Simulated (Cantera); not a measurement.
Input: 1 mol Si2H6, 3 mol HCl, 33 mol N2, at 0.00210 bar.

These are equilibrium values from Cantera (NASA tables, ideal gas, pure condensed phases), not measurements of a reactor. Candidate condensed phases: NH4Cl, Si, Si3N4; 28 gas species. The feed counts by its element totals alone. N2 is the only nitrogen source here; it is nearly inert below about 1500 K, so the nitride shown seldom forms there in practice. The tables' values for SiCl, SiCl3, SiN are old estimates; treat these amounts as uncertain. The numbers say what is thermodynamically allowed, not how fast it happens.

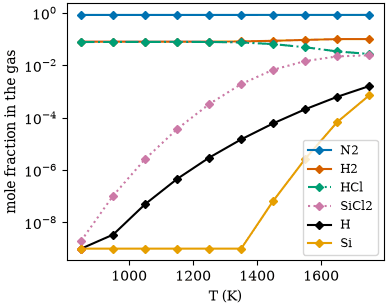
*Equilibrium gas composition (values under 1e-9 drawn at 1e-9)*

From 850 K to 1650 K the condensed part is Si3N4(s). At 1750 K the condensed part is Si(l). The main Si-bearing gas is SiCl4 at 850 K and SiCl2 at 1750 K.
